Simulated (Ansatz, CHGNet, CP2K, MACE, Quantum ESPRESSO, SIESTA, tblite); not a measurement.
**Other levels on twisted Zr2CO2 MXene bilayer, 38.21° (70 atoms)**

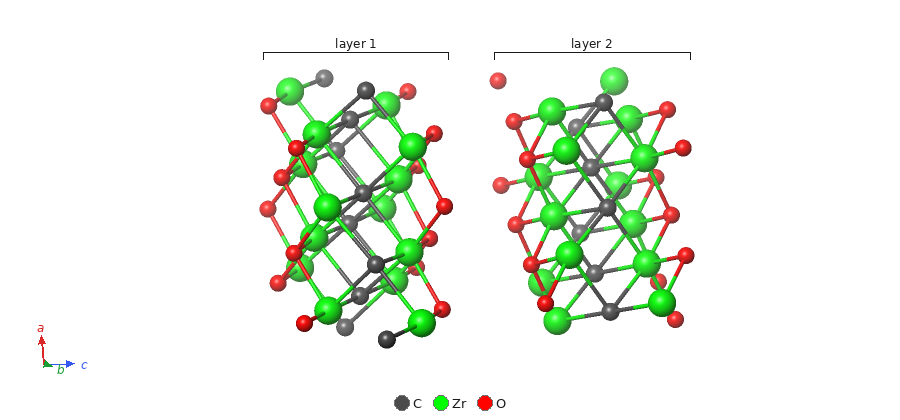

The cell (carbon dark grey, zirconium green, oxygen red). Bonds to atoms that aren't drawn are left out. Some periodic images of atoms are drawn too.

The cell holds 70 atoms: 14 C, 28 Zr and 28 O. Cell: a = 8.757 Å, b = 8.757 Å, c = 28.150 Å, α = 90.0°, β = 90.0°, γ = 120.0°. It derives from Zr2CO2 (Zr2CO2 MXene). Zr2CO2 MXene (a = 3.31 Å) under Zr2CO2 MXene (a = 3.31 Å), bilayer, commensurate cell of 7 unit cells a layer, twist 38.21 deg; facing planes 2.95 Å apart; 16 Å of vacuum; layers as built, displaced by a Gaussian of 0.01 Å. Then every atom was moved at random, 0.02 Å r.m.s. a Cartesian component. Regions: layer 1, 35 atoms (7 C, 14 Zr and 14 O); layer 2, 35 atoms (7 C, 14 Zr and 14 O). Vacuum lies along c.

Geometry: as built.

The reference, a calculation:

* method: Kohn-Sham DFT, PBE, PAW, plane waves (Ansatz 0.2.0); cutoff 420 eV, Γ point, fermi-dirac smearing of 0.05 eV; PAW set soft_2
* r.m.s. force component: 0.4491 eV/Å
* longest force: 1.853 eV/Å
* gap (highest filled to lowest empty level): 1.422 eV
* SCF cycles: 11
* time: 17 s on 4 threads of Intel Xeon Platinum 8375C at 2.90GHz (Ice Lake), shared host
* CPU time: 61 s

**Question.** The same geometry is run in other programs. How far does each lie from the reference, and what does it cost?
- tblite GFN1-xTB (tblite 0.8.0; 1 thread)
- QE PBE, sssp-1.3.0-efficiency, 60/480 Ry (Quantum ESPRESSO 7.5; 2 MPI ranks)
- CHGNet r2SCAN potential (CHGNet r2SCAN; 1 thread)
- MACE MP-0b2 small potential (MACE MP-0b2 small; 1 thread)
- MACE MP-0b3 medium potential (MACE MP-0b3 medium; 1 thread)
- SIESTA PBE, DZP, shift 0.01 Ry, mesh 500 Ry (SIESTA 5.4.2; 2 MPI ranks)

Differences are against the plane-wave reference, forces as r.m.s. over components; share is that over the reference's r.m.s. force, slope the least-squares factor from reference forces to these. Total energies of different programs have different zeros and aren't compared.

| run | Δ force, r.m.s. (meV/Å) | share (%) | slope | Δ gap (eV) | cores | CPU time | memory (GiB) |
| --- | --- | --- | --- | --- | --- | --- | --- |
| reference | - | - | - | - | 4 | 61 s | 2.2 |
| tblite GFN1-xTB | 560 | 125 | 1.294 | - | 1 | 20 s | 0.14 |
| QE PBE, sssp-1.3.0-efficiency, 60/480 Ry | 10.2 | 2.27 | 1.006 | 5.0e-4 | 2 | 39 min | 5.9 |
| CHGNet r2SCAN potential | 368 | 81.8 | 0.246 | - | 1 | 5.5 s | 0.89 |
| MACE MP-0b2 small potential | 476 | 106 | 0.195 | - | 1 | 11 s | 0.67 |
| MACE MP-0b3 medium potential | 276 | 61.4 | 0.490 | - | 1 | 11 s | 0.98 |
| SIESTA PBE, DZP, shift 0.01 Ry, mesh 500 Ry | 97.5 | 21.7 | 0.988 | -0.144 | 2 | 7.8 min | 2.2 |

Times of the machine-learned potentials are mostly Python's start and the loading of weights.

CPU time is summed over cores on a shared host, where runs went side by side, so it is rough. Symmetry, cutoffs, thresholds, outputs and thread counts weren't matched or tuned between programs; memory under MPI is the largest rank's times the ranks.

PBE on plane waves or a grid with other potentials, cutoffs or grids differs from the reference by 2.3 % (QE PBE, sssp-1.3.0-efficiency, 60/480 Ry) of the r.m.s. force; this holds the reference's own error, so differences of a few per cent don't tell which side is nearer the exact PBE result (QE's 60 Ry are 816 eV, against the reference's 420 eV). The PBE run in local orbitals differs by 22 % (SIESTA PBE, DZP, shift 0.01 Ry, mesh 500 Ry); basis, grid and potentials can all enter. Tight binding differs by 125 % (tblite GFN1-xTB); it is another model, with fitted parameters of its own, and the xTB methods hold dispersion. Machine-learned potentials differ by 61 % (MACE MP-0b3 medium potential) to 106 % (MACE MP-0b2 small potential); they were trained on other programs' data, some at another functional. The reference samples few k-points for this cell, and its sampling error, which other DFT runs on the same mesh share, can be part of so large a difference. Among those trained on PBE data the slope goes as low as 0.20, with a correlation of 0.27, so directions differ as well as sizes. Periodic xTB results under one method name differ between programs and library versions. Machine-learned potentials mimic data converged in k, so the reference's own k-point error enters their differences. The electronic-structure runs sample only Γ, in a cell whose shortest periodic width is 8 Å.

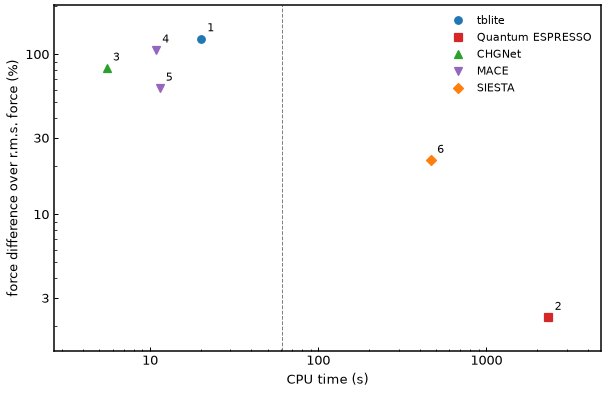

Force difference against CPU time; the dashed line marks the reference's time. Points: 1 tblite GFN1-xTB; 2 QE PBE, sssp-1.3.0-efficiency, 60/480 Ry; 3 CHGNet r2SCAN potential; 4 MACE MP-0b2 small potential; 5 MACE MP-0b3 medium potential; 6 SIESTA PBE, DZP, shift 0.01 Ry, mesh 500 Ry.

[Hosts, paths, dates, database ids (printed as entryN), source tags and the programs' standing remarks are cut or masked in the printed files.]
